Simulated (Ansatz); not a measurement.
# AlClFH$_{3}$Si (SMILES F[SiH2][AlH][Cl]): what the fields show

```xyz
7

F    -1.9404    0.6770    0.6369
Si   -0.3695    0.9610    0.3232
Al    0.6682   -1.1812   -0.2889
Cl   -0.0847   -2.1934   -1.9730
H    -0.3017    1.9741   -0.7557
H     0.2281    1.5561    1.5422
H     1.8612   -1.8617    0.4698
```

Theory: RKS BHLYP/def2-SVP (Ansatz).

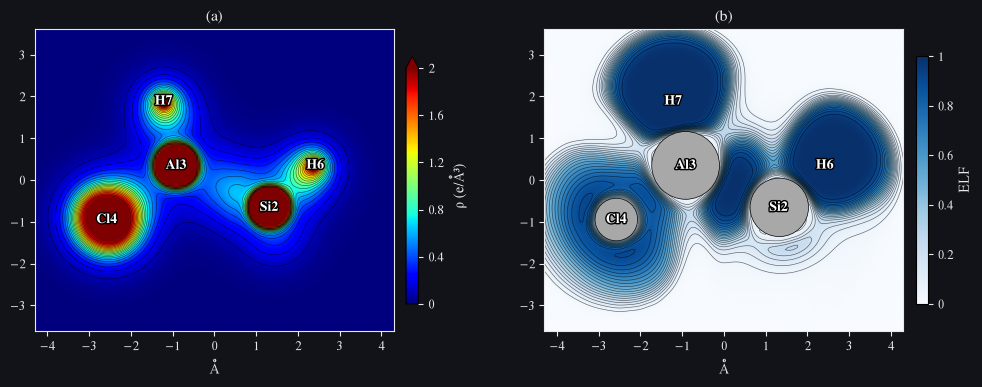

Figure 1. (a) electron density; (b) ELF on the plane of atoms Si2, Al3 and H7. Grey discs cover the atomic cores in the ELF map.

### What does the map show?

The section cuts through Si, Al, Cl and H sites.
Al–Cl (2.10 Å): the density is about 0.7 e/Å³ at the midpoint; the ELF peaks at about 0.90 in the valence shell of Cl, 0.9 Å from its nucleus, and is about 0.80 at the midpoint.
Al–Si (2.46 Å): ρ is about 0.55 e/Å³ halfway; the ELF peaks at about 1 between the atoms (localised, covalent bonding).
Si–H (1.48 Å): ρ at the midpoint is about 0.79 e/Å³; the ELF climbs to about 1 towards the hydrogen, as it does in any bond to H.
Al–H (1.57 Å): ρ is about 0.56 e/Å³ halfway; the ELF climbs to about 1 towards the hydrogen.
The ELF also peaks beside Cl4, away from the bonds: lone-pair regions.

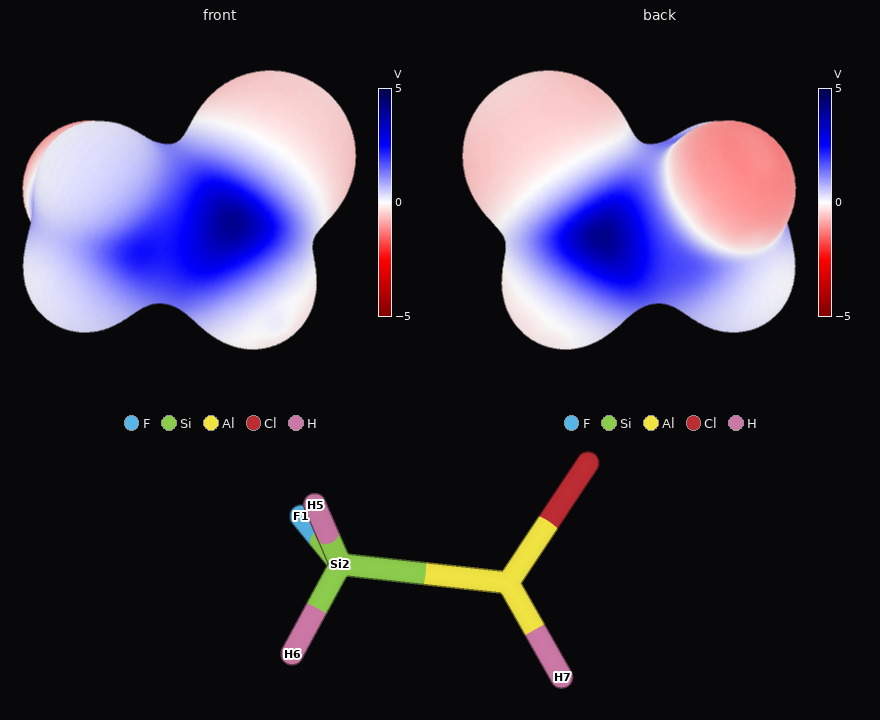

Figure 2. The molecular electrostatic potential painted on the density surface at 0.002 e/bohr³, seen from the front and from behind; the colour scale runs from red (negative) to blue (positive). The bare structure is drawn below in the same view.

### Where is the surface potential most negative and most positive?

The most negative region (about −1.2 V) lies over F1, the most positive (about +4.0 V) over Al3.

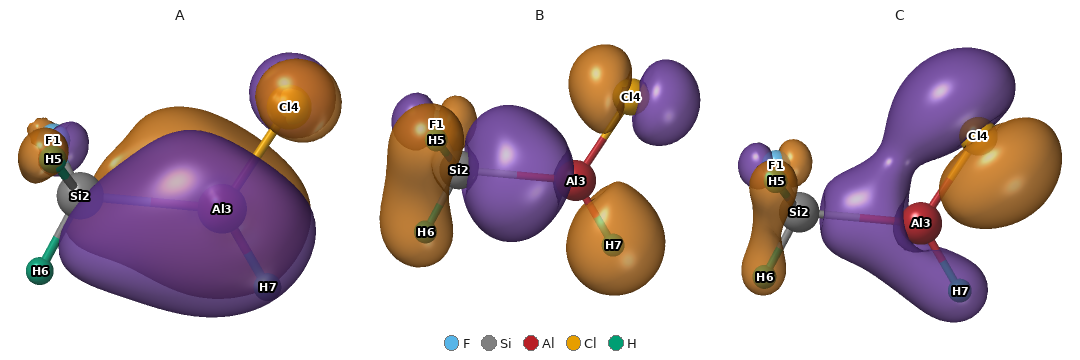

Figure 3. Three frontier orbitals at ±0.08 Å⁻³ᐟ² (orange and purple are the two phases), in no order.

### Which picture is the HOMO−1, the HOMO and the LUMO?

C is the HOMO−1 (−10.66 eV). Its weight (Hirshfeld) is mainly on Cl4 (about 70 %), Al3 (about 15 %) and Si2 (about 5 %); largely a lone pair of Cl4. B is the HOMO (−8.90 eV). By Hirshfeld shares it lies mainly on Si2 (about 35 %), Al3 (about 25 %), Cl4 (about 15 %) and H7 (about 15 %). A is the LUMO (−1.45 eV). Its weight (Hirshfeld) is mainly on Al3 (about 65 %), Si2 (about 20 %) and Cl4 (about 10 %).

### What is the HOMO–LUMO gap?

7.45 eV between the orbital energies.
